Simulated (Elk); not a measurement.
Band structure of HfMg6Sb (Amm2, 8 atoms in the cell).

```yaml
crystal:
  lattice:
    - [5.41868, 0.00000, 0.00000]
    - [0.00000, 3.09108, 5.68682]
    - [0.00000, -3.09108, 5.68682]
  atoms:
    - { symbol: Mg, position: [0.50000, 0.66948, 0.16530] }
    - { symbol: Mg, position: [0.50000, 0.16530, 0.66948] }
    - { symbol: Mg, position: [0.00000, 0.82461, 0.33837] }
    - { symbol: Mg, position: [0.00000, 0.33837, 0.82461] }
    - { symbol: Mg, position: [0.00000, 0.33535, 0.33535] }
    - { symbol: Mg, position: [0.00000, 0.83017, 0.83017] }
    - { symbol: Hf, position: [0.50000, 0.66934, 0.66934] }
    - { symbol: Sb, position: [0.50000, 0.16736, 0.16736] }
```

Method: PBEsol, all-electron FP-LAPW, Elk's shipped species files, LAPW+lo basis (Elk).

Settings: xctype = 22; rgkmax = 7.5; stype = 3; swidth = 0.00367493 Ha; ngridk = 3 3 3; gmaxvr = 16 1/bohr; nxoapwlo = 1.

The starting cell comes from a database of computed structures (which also holds hypothetical and non-ambient phases and stackings), without a prior relaxation at this level. Its lattice was rescaled by a random factor within 2.5 % of one. Spin-orbit coupling is off. Values depend on the basis (sphere radii, cutoffs, local orbitals), which need not be converged.

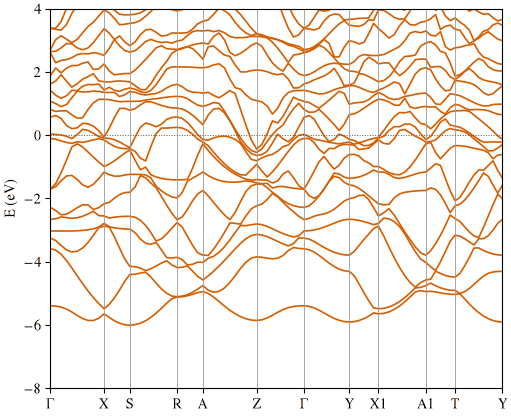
Figure: Bands along the path, energies from the Fermi level.

Levels in eV from the Fermi level, bands 48 to 55:
```tsv
point	48	49	50	51	52	53	54	55
Γ	-1.71	-1.70	-0.10	0.03	0.56	0.81	1.07	1.42
X	-1.17	-0.99	-0.15	-0.09	-0.07	1.14	1.35	1.42
S	-1.24	-0.47	-0.43	-0.40	0.78	1.07	1.38	1.49
R	-1.99	-1.41	0.24	0.57	0.85	1.22	1.60	2.15
A	-1.17	-0.28	-0.22	-0.14	0.33	0.91	1.33	2.13
Z	-1.51	-1.41	-0.92	-0.81	-0.65	-0.55	-0.45	1.09
Y	-1.36	-0.61	-0.30	-0.22	-0.13	0.65	0.98	1.56
X1	-1.17	-0.99	-0.15	-0.09	-0.07	1.14	1.35	1.42
A1	-1.17	-0.28	-0.22	-0.14	0.33	0.91	1.33	2.13
T	-2.08	-0.33	0.17	0.28	0.77	0.97	1.28	1.74
```

Bands cross the Fermi level along this path, so the cell is metallic at this level.
